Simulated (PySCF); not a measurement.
# C2H9AlSi: NMR shifts at several levels of theory

How much do the NMR shifts of C2H9AlSi (`[AlH2][CH2]C[SiH3]`) depend on the level of theory, and what does each level cost?

Programs: PySCF 2.14.0, with density-fitted response routines of our own. Each step states its level of theory. These are calculated values for one molecule in the gas phase, unless marked as measured. Atoms are numbered from 0 throughout.

### Step 1. The molecule as given

13 atoms, charge 0, multiplicity 1; geometry from: PBE0-D3(BJ)/def2-SVP.

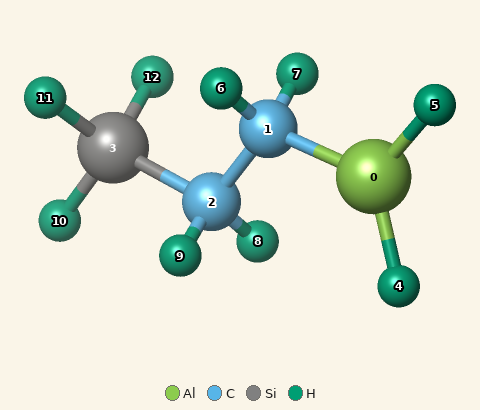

As it starts; aluminium green, carbon blue, silicon grey, hydrogen teal, atoms numbered.

### Step 2. Nuclear shieldings: PBE0/pcSseg-2

What the job is given:

```
{"job": {"kind": "nmr", "xc": "PBE0", "basis": "pcSseg-2", "pop": false}, "charge": 0, "multiplicity": 1}
Al     2.366631     0.981115     0.192643
C      0.472293     0.640329    -0.215073
C     -0.177501    -0.579098     0.456991
Si    -1.989453    -0.816314    -0.020225
H      3.175915     0.008137     1.162649
H      3.101846     2.238711    -0.454750
H     -0.088218     1.564609     0.028704
H      0.385127     0.569941    -1.317700
H      0.365017    -1.507611     0.206225
H     -0.122169    -0.502390     1.557185
H     -2.587571    -2.018547     0.642671
H     -2.785849     0.388631     0.375021
H     -2.110303    -0.984175    -1.503337
```

Method: GIAO PBE0/pcSseg-2 NMR shielding, non-relativistic, gas phase.

The run is started by

```console
$ OMP_NUM_THREADS=1 python probes_run.py task.json out
```

The driver reads the jobs from task.json and runs them one after another.

Log:

```text
coarse grid: 11000 points
cycle   1  E = -613.1823618370  dE = -1.726e-01  |g| = 4.044e-01  |ddm| = 2.454e+00
cycle   2  E = -613.1565973756  dE =  2.576e-02  |g| = 4.998e-01  |ddm| = 6.795e-01
cycle   3  E = -613.2235490925  dE = -6.695e-02  |g| = 4.979e-02  |ddm| = 4.083e-01
cycle   4  E = -613.2242284982  dE = -6.794e-04  |g| = 8.761e-03  |ddm| = 5.094e-02
cycle   5  E = -613.2242407351  dE = -1.224e-05  |g| = 1.680e-03  |ddm| = 8.483e-03
cycle   6  E = -613.2242411743  dE = -4.392e-07  |g| = 5.861e-04  |ddm| = 1.820e-03
final grid: 94584 points
cycle   7  E = -613.2334977177  dE = -4.619e-05  |g| = 5.843e-03  |ddm| = 2.393e-02
cycle   8  E = -613.2334899044  dE =  7.813e-06  |g| = 7.881e-03  |ddm| = 9.768e-03
cycle   9  E = -613.2335065355  dE = -1.663e-05  |g| = 3.241e-04  |ddm| = 5.738e-03
cycle  10  E = -613.2335065551  dE = -1.960e-08  |g| = 6.699e-05  |ddm| = 3.087e-04
cycle  11  E = -613.2335065558  dE = -7.880e-10  |g| = 2.144e-05  |ddm| = 7.206e-05
converged SCF energy = -613.2335065558

GIAO shielding tensors (ppm)
atom      isotropic    diamagn.    paramagn.     s11        s22        s33       span
  0 Al     264.007     792.294    -528.286    176.233    258.632    357.158    180.925
  1 C      171.644     245.175     -73.530    145.874    181.451    187.608     41.735
  2 C      178.597     242.163     -63.566    168.108    176.882    190.802     22.695
  3 Si     401.651     877.407    -475.756    368.827    374.281    461.845     93.018
  4 H       25.832      27.988      -2.157     24.172     24.231     29.093      4.921
  5 H       25.844      28.002      -2.159     23.848     23.875     29.808      5.960
  6 H       30.787      30.921      -0.134     26.363     29.898     36.100      9.737
  7 H       30.830      31.018      -0.188     26.394     29.953     36.143      9.749
  8 H       30.287      30.417      -0.130     25.595     28.949     36.316     10.721
  9 H       30.300      30.305      -0.005     25.641     28.936     36.323     10.682
 10 H       27.130      28.043      -0.914     23.891     24.940     32.557      8.667
 11 H       27.481      28.611      -1.130     24.808     25.736     31.898      7.090
 12 H       27.488      28.660      -1.172     24.819     25.756     31.890      7.070
```

Run time: 30 s. Hardware: 1 thread of Arm Neoverse V2, shared host; peak memory 1.1 GiB.

The references, computed at this level on geometries of the same kind, shield at (ppm): 1H TMS 31.25, 13C TMS 184.1, 29Si TMS 341.3, 27Al AlH4- 485.2. Their shielding less the atom's gives the shift. The references are single molecules in the gas phase. Shifts against hydride references such as AlH4− lie on their own scale. Atoms listed in one row are averaged.

```
        atoms                           environment  σ (ppm)  δ (ppm)
           C1                  sp3 CH2 bonded to Al    171.6     12.5
           C2                  sp3 CH2 bonded to Si    178.6      5.5
       H4, H5  hydrogen on an aluminium bonded to C    25.84     5.41
H10, H11, H12     hydrogen on a silicon bonded to C    27.37     3.88
       H8, H9   hydrogen on an sp3 CH2 bonded to Si    30.29     0.95
       H6, H7   hydrogen on an sp3 CH2 bonded to Al    30.81     0.44
          Al0            aluminium bonded to C, 2 H    264.0    221.2
          Si3              silicon bonded to C, 3 H    401.7    -60.4
```

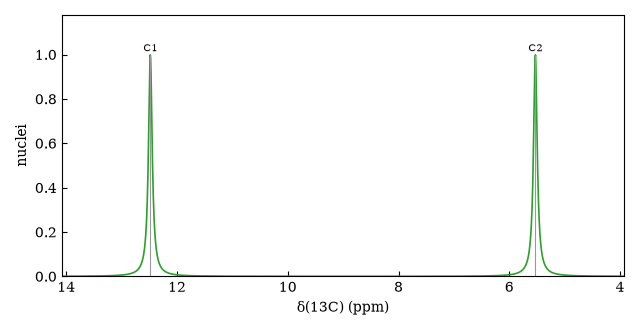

13C lines at the computed shifts, without couplings. Lines are broadened to a width of 0.08 ppm (Lorentzian).

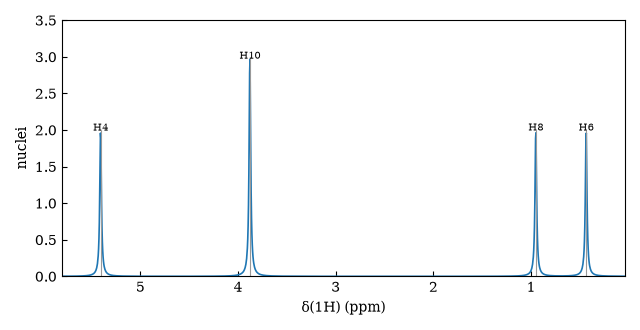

1H lines at the computed shifts, without couplings. Lines are broadened to a width of 0.02 ppm (Lorentzian).

### Step 3. NMR shieldings: mPW1PW91/pcSseg-2

Settings changed since step 2:

```diff
@@ -1,2 +1,2 @@
-{"job": {"kind": "nmr", "xc": "PBE0", "basis": "pcSseg-2", "pop": false}, "charge": 0, "multiplicity": 1}
+{"job": {"kind": "nmr", "xc": "mPW1PW91", "basis": "pcSseg-2", "pop": false}, "charge": 0, "multiplicity": 1}
 Al     2.366631     0.981115     0.192643
```

Level: GIAO mPW1PW91/pcSseg-2 NMR shielding, non-relativistic, gas phase.

Log:

```text
coarse grid: 11000 points
cycle   1  E = -613.5271944625  dE = -1.746e-01  |g| = 4.056e-01  |ddm| = 2.451e+00
cycle   2  E = -613.5019559553  dE =  2.524e-02  |g| = 4.998e-01  |ddm| = 6.834e-01
cycle   3  E = -613.5689890396  dE = -6.703e-02  |g| = 4.871e-02  |ddm| = 4.087e-01
cycle   4  E = -613.5696493264  dE = -6.603e-04  |g| = 8.936e-03  |ddm| = 5.101e-02
cycle   5  E = -613.5696624974  dE = -1.317e-05  |g| = 1.710e-03  |ddm| = 8.602e-03
cycle   6  E = -613.5696629444  dE = -4.470e-07  |g| = 5.940e-04  |ddm| = 1.847e-03
final grid: 94584 points
cycle   7  E = -613.5777370236  dE = -4.312e-05  |g| = 4.388e-03  |ddm| = 2.334e-02
cycle   8  E = -613.5777328012  dE =  4.222e-06  |g| = 5.889e-03  |ddm| = 7.484e-03
cycle   9  E = -613.5777420656  dE = -9.264e-06  |g| = 2.317e-04  |ddm| = 4.269e-03
cycle  10  E = -613.5777420768  dE = -1.123e-08  |g| = 7.193e-05  |ddm| = 2.776e-04
cycle  11  E = -613.5777420779  dE = -1.054e-09  |g| = 2.374e-05  |ddm| = 7.346e-05
cycle  12  E = -613.5777420780  dE = -1.301e-10  |g| = 5.234e-06  |ddm| = 1.822e-05
converged SCF energy = -613.5777420780

GIAO shielding tensors (ppm)
atom      isotropic    diamagn.    paramagn.     s11        s22        s33       span
  0 Al     266.731     792.461    -525.731    180.216    262.889    357.088    176.872
  1 C      171.384     245.328     -73.944    145.892    181.143    187.119     41.227
  2 C      177.894     242.319     -64.425    167.381    176.356    189.945     22.564
  3 Si     399.892     877.559    -477.667    367.249    372.921    459.507     92.258
  4 H       25.938      28.090      -2.152     24.258     24.343     29.214      4.956
  5 H       25.949      28.083      -2.134     23.950     23.975     29.923      5.973
  6 H       30.850      30.970      -0.120     26.436     29.956     36.157      9.721
  7 H       30.892      31.069      -0.177     26.467     30.011     36.199      9.732
  8 H       30.348      30.452      -0.105     25.678     29.017     36.347     10.670
  9 H       30.361      30.338       0.023     25.724     29.004     36.355     10.631
 10 H       27.207      28.117      -0.910     23.987     25.029     32.605      8.618
 11 H       27.550      28.713      -1.163     24.880     25.820     31.950      7.070
 12 H       27.558      28.765      -1.207     24.891     25.840     31.942      7.051
```

Run time: 30 s. Hardware: 1 thread of Arm Neoverse V2, shared host; peak memory 1.1 GiB.

This run: δ C1 12.1, C2 5.6, Al0 217.6, Si3 -59.9, H4 5.35, H10 3.85 ppm (means over like atoms).

### Step 4. Nuclear shieldings: WP04/pcSseg-2

Settings changed since step 3:

```diff
@@ -1,2 +1,2 @@
-{"job": {"kind": "nmr", "xc": "mPW1PW91", "basis": "pcSseg-2", "pop": false}, "charge": 0, "multiplicity": 1}
+{"job": {"kind": "nmr", "xc": "WP04", "basis": "pcSseg-2", "pop": false}, "charge": 0, "multiplicity": 1}
 Al     2.366631     0.981115     0.192643
```

Level: GIAO WP04/pcSseg-2 NMR shielding, non-relativistic, gas phase.

Log:

```text
coarse grid: 11000 points
cycle   1  E = -621.9684933374  dE = -2.134e-01  |g| = 6.426e-01  |ddm| = 2.478e+00
cycle   2  E = -621.8442112105  dE =  1.243e-01  |g| = 8.947e-01  |ddm| = 1.137e+00
cycle   3  E = -622.0703770084  dE = -2.262e-01  |g| = 9.511e-02  |ddm| = 7.768e-01
cycle   4  E = -622.0729186421  dE = -2.542e-03  |g| = 1.047e-02  |ddm| = 9.454e-02
cycle   5  E = -622.0729441875  dE = -2.555e-05  |g| = 3.533e-03  |ddm| = 1.542e-02
cycle   6  E = -622.0729469160  dE = -2.728e-06  |g| = 7.091e-04  |ddm| = 3.963e-03
final grid: 94584 points
cycle   7  E = -622.0865732309  dE = -6.974e-05  |g| = 6.334e-03  |ddm| = 3.131e-02
cycle   8  E = -622.0865612179  dE =  1.201e-05  |g| = 9.042e-03  |ddm| = 1.094e-02
cycle   9  E = -622.0865831067  dE = -2.189e-05  |g| = 7.096e-04  |ddm| = 6.654e-03
cycle  10  E = -622.0865832093  dE = -1.026e-07  |g| = 1.783e-04  |ddm| = 6.539e-04
cycle  11  E = -622.0865832147  dE = -5.367e-09  |g| = 6.425e-05  |ddm| = 1.782e-04
cycle  12  E = -622.0865832157  dE = -1.031e-09  |g| = 1.407e-05  |ddm| = 5.023e-05
cycle  13  E = -622.0865832158  dE = -4.854e-11  |g| = 2.555e-06  |ddm| = 1.174e-05
converged SCF energy = -622.0865832158

GIAO shielding tensors (ppm)
atom      isotropic    diamagn.    paramagn.     s11        s22        s33       span
  0 Al     298.920     794.288    -495.368    230.934    305.683    360.142    129.208
  1 C      161.734     245.711     -83.977    139.596    167.949    177.658     38.062
  2 C      163.834     243.378     -79.544    153.632    161.920    175.950     22.318
  3 Si     383.216     879.461    -496.245    352.983    360.048    436.617     83.634
  4 H       27.297      29.278      -1.980     25.400     25.800     30.692      5.293
  5 H       27.312      29.052      -1.740     25.216     25.360     31.360      6.143
  6 H       31.328      31.754      -0.426     27.256     30.405     36.323      9.067
  7 H       31.360      31.909      -0.550     27.278     30.453     36.349      9.070
  8 H       30.831      31.336      -0.504     26.596     29.602     36.296      9.701
  9 H       30.844      31.158      -0.314     26.639     29.588     36.305      9.667
 10 H       28.085      28.725      -0.640     25.094     26.003     33.157      8.062
 11 H       28.380      29.663      -1.283     25.807     26.765     32.567      6.760
 12 H       28.386      29.759      -1.372     25.815     26.785     32.559      6.744
```

Wall time 32 s (1 thread of Arm Neoverse V2, shared host); peak memory 1 GiB.

Key values: δ C1 10.4, C2 8.3, Al0 179.8, Si3 -55.2, H4 4.31, H10 3.33 ppm (means over like atoms).

### Step 5. Nuclear shieldings: B97-2/pcSseg-2

Settings changed since step 4:

```diff
@@ -1,2 +1,2 @@
-{"job": {"kind": "nmr", "xc": "WP04", "basis": "pcSseg-2", "pop": false}, "charge": 0, "multiplicity": 1}
+{"job": {"kind": "nmr", "xc": "B97-2", "basis": "pcSseg-2", "pop": false}, "charge": 0, "multiplicity": 1}
 Al     2.366631     0.981115     0.192643
```

Method: GIAO B97-2/pcSseg-2 NMR shielding, non-relativistic, gas phase.

Log:

```text
coarse grid: 11000 points
cycle   1  E = -613.5190684118  dE = -1.848e-01  |g| = 4.099e-01  |ddm| = 2.468e+00
cycle   2  E = -613.4883181298  dE =  3.075e-02  |g| = 5.236e-01  |ddm| = 7.180e-01
cycle   3  E = -613.5633469852  dE = -7.503e-02  |g| = 4.937e-02  |ddm| = 4.370e-01
cycle   4  E = -613.5640702125  dE = -7.232e-04  |g| = 9.059e-03  |ddm| = 5.573e-02
cycle   5  E = -613.5640861253  dE = -1.591e-05  |g| = 1.925e-03  |ddm| = 9.684e-03
cycle   6  E = -613.5640866836  dE = -5.583e-07  |g| = 6.225e-04  |ddm| = 1.991e-03
final grid: 94584 points
cycle   7  E = -613.5703688111  dE = -6.231e-05  |g| = 5.187e-03  |ddm| = 3.530e-02
cycle   8  E = -613.5703690933  dE = -2.823e-07  |g| = 3.180e-03  |ddm| = 4.225e-03
cycle   9  E = -613.5703704256  dE = -1.332e-06  |g| = 1.217e-03  |ddm| = 2.719e-03
cycle  10  E = -613.5703708184  dE = -3.928e-07  |g| = 1.218e-04  |ddm| = 9.434e-04
cycle  11  E = -613.5703708210  dE = -2.597e-09  |g| = 3.486e-05  |ddm| = 1.039e-04
cycle  12  E = -613.5703708213  dE = -2.415e-10  |g| = 1.229e-05  |ddm| = 3.182e-05
converged SCF energy = -613.5703708213

GIAO shielding tensors (ppm)
atom      isotropic    diamagn.    paramagn.     s11        s22        s33       span
  0 Al     283.554     792.470    -508.916    201.347    282.405    366.910    165.563
  1 C      171.642     245.376     -73.734    146.800    180.697    187.428     40.627
  2 C      177.220     242.581     -65.361    166.732    175.482    189.446     22.714
  3 Si     406.316     877.632    -471.316    374.112    380.015    464.822     90.709
  4 H       26.125      28.279      -2.154     24.429     24.532     29.413      4.984
  5 H       26.136      28.248      -2.112     24.137     24.146     30.124      5.987
  6 H       30.931      31.070      -0.139     26.577     30.037     36.180      9.602
  7 H       30.972      31.186      -0.213     26.607     30.091     36.219      9.613
  8 H       30.421      30.565      -0.143     25.816     29.122     36.327     10.511
  9 H       30.435      30.433       0.002     25.861     29.108     36.334     10.473
 10 H       27.319      28.218      -0.899     24.131     25.154     32.672      8.542
 11 H       27.667      28.868      -1.201     25.026     25.952     32.023      6.997
 12 H       27.675      28.929      -1.254     25.037     25.973     32.015      6.978
```

Wall time 31 s (1 thread of Arm Neoverse V2, shared host); peak memory 1 GiB.

In short: δ C1 11.8, C2 6.2, Al0 208.8, Si3 -58.7, H4 5.23, H10 3.81 ppm (means over like atoms).

### Step 6. Shielding tensors: BHandHLYP/pcSseg-2

Settings changed since step 5:

```diff
@@ -1,2 +1,2 @@
-{"job": {"kind": "nmr", "xc": "B97-2", "basis": "pcSseg-2", "pop": false}, "charge": 0, "multiplicity": 1}
+{"job": {"kind": "nmr", "xc": "BHandHLYP", "basis": "pcSseg-2", "pop": false}, "charge": 0, "multiplicity": 1}
 Al     2.366631     0.981115     0.192643
```

Method: GIAO BHandHLYP/pcSseg-2 NMR shielding, non-relativistic, gas phase.

Log:

```text
coarse grid: 11000 points
cycle   1  E = -613.4874384137  dE = -1.585e-01  |g| = 3.236e-01  |ddm| = 2.407e+00
cycle   2  E = -613.5003929689  dE = -1.295e-02  |g| = 2.542e-01  |ddm| = 4.959e-01
cycle   3  E = -613.5167007167  dE = -1.631e-02  |g| = 4.785e-02  |ddm| = 2.078e-01
cycle   4  E = -613.5173529070  dE = -6.522e-04  |g| = 8.627e-03  |ddm| = 5.291e-02
cycle   5  E = -613.5173646778  dE = -1.177e-05  |g| = 1.152e-03  |ddm| = 7.401e-03
cycle   6  E = -613.5173650108  dE = -3.331e-07  |g| = 4.343e-04  |ddm| = 1.575e-03
final grid: 94584 points
cycle   7  E = -613.5248331422  dE = -1.749e-05  |g| = 2.136e-03  |ddm| = 1.522e-02
cycle   8  E = -613.5248332324  dE = -9.027e-08  |g| = 1.959e-03  |ddm| = 3.270e-03
cycle   9  E = -613.5248342234  dE = -9.910e-07  |g| = 1.710e-04  |ddm| = 1.442e-03
cycle  10  E = -613.5248342306  dE = -7.164e-09  |g| = 4.533e-05  |ddm| = 1.969e-04
cycle  11  E = -613.5248342310  dE = -3.920e-10  |g| = 7.547e-06  |ddm| = 5.005e-05
converged SCF energy = -613.5248342310

GIAO shielding tensors (ppm)
atom      isotropic    diamagn.    paramagn.     s11        s22        s33       span
  0 Al     279.412     791.461    -512.049    198.850    279.138    360.247    161.397
  1 C      173.600     243.889     -70.289    148.883    183.218    188.700     39.817
  2 C      178.680     240.700     -62.020    167.920    178.511    189.608     21.688
  3 Si     403.406     875.882    -472.477    371.575    376.158    462.484     90.908
  4 H       26.329      28.152      -1.823     24.475     24.811     29.702      5.226
  5 H       26.368      28.223      -1.856     24.254     24.400     30.450      6.196
  6 H       31.153      31.204      -0.051     26.734     30.155     36.571      9.838
  7 H       31.193      31.294      -0.100     26.764     30.208     36.608      9.844
  8 H       30.660      30.714      -0.054     26.065     29.227     36.686     10.621
  9 H       30.673      30.607       0.066     26.110     29.213     36.695     10.585
 10 H       27.508      28.185      -0.677     24.297     25.330     32.896      8.599
 11 H       27.801      28.698      -0.897     25.091     26.076     32.237      7.147
 12 H       27.808      28.744      -0.936     25.100     26.096     32.228      7.128
```

Run time: 29 s. Hardware: 1 thread of Arm Neoverse V2, shared host; peak memory 1.1 GiB.

This run: δ C1 10.7, C2 5.6, Al0 208.7, Si3 -57.7, H4 5.10, H10 3.74 ppm (means over like atoms).

### Step 7. Nuclear shieldings: CAM-B3LYP/pcSseg-2

Settings changed since step 6:

```diff
@@ -1,2 +1,2 @@
-{"job": {"kind": "nmr", "xc": "BHandHLYP", "basis": "pcSseg-2", "pop": false}, "charge": 0, "multiplicity": 1}
+{"job": {"kind": "nmr", "xc": "CAM-B3LYP", "basis": "pcSseg-2", "pop": false}, "charge": 0, "multiplicity": 1}
 Al     2.366631     0.981115     0.192643
```

Level: GIAO CAM-B3LYP/pcSseg-2 NMR shielding, non-relativistic, gas phase.

Log:

```text
coarse grid: 11000 points
cycle   1  E = -613.4986118349  dE = -1.563e-01  |g| = 3.472e-01  |ddm| = 2.405e+00
cycle   2  E = -613.5067070185  dE = -8.095e-03  |g| = 3.098e-01  |ddm| = 5.206e-01
cycle   3  E = -613.5302233748  dE = -2.352e-02  |g| = 4.163e-02  |ddm| = 2.302e-01
cycle   4  E = -613.5307279522  dE = -5.046e-04  |g| = 1.063e-02  |ddm| = 5.290e-02
cycle   5  E = -613.5307461075  dE = -1.816e-05  |g| = 1.368e-03  |ddm| = 1.023e-02
cycle   6  E = -613.5307466985  dE = -5.909e-07  |g| = 4.135e-04  |ddm| = 2.781e-03
final grid: 94584 points
cycle   7  E = -613.5413708347  dE = -2.853e-05  |g| = 2.792e-03  |ddm| = 1.547e-02
cycle   8  E = -613.5413707725  dE =  6.222e-08  |g| = 2.713e-03  |ddm| = 4.070e-03
cycle   9  E = -613.5413726198  dE = -1.847e-06  |g| = 2.213e-04  |ddm| = 1.890e-03
cycle  10  E = -613.5413726309  dE = -1.113e-08  |g| = 6.242e-05  |ddm| = 2.418e-04
cycle  11  E = -613.5413726315  dE = -5.847e-10  |g| = 7.905e-06  |ddm| = 6.323e-05
converged SCF energy = -613.5413726315

GIAO shielding tensors (ppm)
atom      isotropic    diamagn.    paramagn.     s11        s22        s33       span
  0 Al     249.243     791.925    -542.683    157.612    241.953    348.164    190.552
  1 C      170.310     243.464     -73.155    144.209    180.543    186.177     41.968
  2 C      177.086     240.129     -63.042    166.500    176.248    188.510     22.010
  3 Si     390.879     876.556    -485.677    357.349    361.894    453.393     96.044
  4 H       26.008      27.957      -1.949     24.299     24.487     29.239      4.940
  5 H       26.045      28.069      -2.024     24.051     24.115     29.971      5.920
  6 H       30.950      30.989      -0.039     26.596     30.058     36.196      9.600
  7 H       30.993      31.050      -0.058     26.628     30.113     36.237      9.610
  8 H       30.475      30.529      -0.053     25.914     29.124     36.388     10.475
  9 H       30.489      30.451       0.038     25.959     29.111     36.396     10.437
 10 H       27.300      28.041      -0.741     24.105     25.149     32.646      8.541
 11 H       27.610      28.459      -0.849     24.948     25.884     31.998      7.050
 12 H       27.617      28.491      -0.874     24.959     25.904     31.990      7.031
```

It took 44 s on 1 thread of Arm Neoverse V2, shared host; peak memory 1.3 GiB.

Key values: δ C1 12.2, C2 5.5, Al0 229.1, Si3 -61.9, H4 5.31, H10 3.83 ppm (means over like atoms).

### Step 8. Nuclear shieldings: wB97X-D/pcSseg-2

Settings changed since step 7:

```diff
@@ -1,2 +1,2 @@
-{"job": {"kind": "nmr", "xc": "CAM-B3LYP", "basis": "pcSseg-2", "pop": false}, "charge": 0, "multiplicity": 1}
+{"job": {"kind": "nmr", "xc": "wB97X-D", "basis": "pcSseg-2", "pop": false}, "charge": 0, "multiplicity": 1}
 Al     2.366631     0.981115     0.192643
```

Level: GIAO wB97X-D/pcSseg-2 NMR shielding, non-relativistic, gas phase.

Log:

```text
coarse grid: 11000 points
cycle   1  E = -613.5057640172  dE = -1.520e-01  |g| = 3.144e-01  |ddm| = 2.403e+00
cycle   2  E = -613.5211850493  dE = -1.542e-02  |g| = 2.288e-01  |ddm| = 4.375e-01
cycle   3  E = -613.5336914850  dE = -1.251e-02  |g| = 4.002e-02  |ddm| = 1.690e-01
cycle   4  E = -613.5342221827  dE = -5.307e-04  |g| = 9.880e-03  |ddm| = 6.072e-02
cycle   5  E = -613.5342428816  dE = -2.070e-05  |g| = 1.921e-03  |ddm| = 1.224e-02
cycle   6  E = -613.5342445789  dE = -1.697e-06  |g| = 5.250e-04  |ddm| = 5.194e-03
final grid: 94584 points
cycle   7  E = -613.5481822045  dE = -1.966e-04  |g| = 5.876e-03  |ddm| = 4.045e-02
cycle   8  E = -613.5481851544  dE = -2.950e-06  |g| = 4.942e-03  |ddm| = 8.629e-03
cycle   9  E = -613.5481909763  dE = -5.822e-06  |g| = 4.603e-04  |ddm| = 3.293e-03
cycle  10  E = -613.5481910621  dE = -8.580e-08  |g| = 1.292e-04  |ddm| = 8.717e-04
cycle  11  E = -613.5481910671  dE = -5.030e-09  |g| = 2.787e-05  |ddm| = 2.036e-04
cycle  12  E = -613.5481910679  dE = -7.693e-10  |g| = 6.674e-06  |ddm| = 1.176e-04
converged SCF energy = -613.5481910679

GIAO shielding tensors (ppm)
atom      isotropic    diamagn.    paramagn.     s11        s22        s33       span
  0 Al     269.130     792.219    -523.089    183.780    264.996    358.614    174.834
  1 C      173.312     245.617     -72.305    148.149    183.461    188.326     40.177
  2 C      179.602     242.544     -62.942    168.795    178.822    191.189     22.394
  3 Si     400.639     877.120    -476.480    368.228    372.934    460.755     92.526
  4 H       26.054      28.037      -1.983     24.298     24.532     29.332      5.034
  5 H       26.096      28.095      -1.999     24.076     24.152     30.060      5.984
  6 H       30.974      31.203      -0.229     26.508     30.040     36.375      9.866
  7 H       31.016      31.303      -0.287     26.539     30.095     36.415      9.876
  8 H       30.492      30.690      -0.198     25.816     29.100     36.560     10.744
  9 H       30.506      30.575      -0.069     25.862     29.087     36.568     10.706
 10 H       27.291      28.068      -0.777     24.068     25.119     32.684      8.616
 11 H       27.589      28.611      -1.022     24.891     25.853     32.023      7.133
 12 H       27.596      28.660      -1.064     24.901     25.873     32.015      7.114
```

Run time: 43 s. Hardware: 1 thread of Arm Neoverse V2, shared host; peak memory 1.2 GiB.

Key values: δ C1 11.1, C2 4.8, Al0 217.8, Si3 -59.9, H4 5.28, H10 3.86 ppm (means over like atoms).

(Part 1 of 2 ends here.)
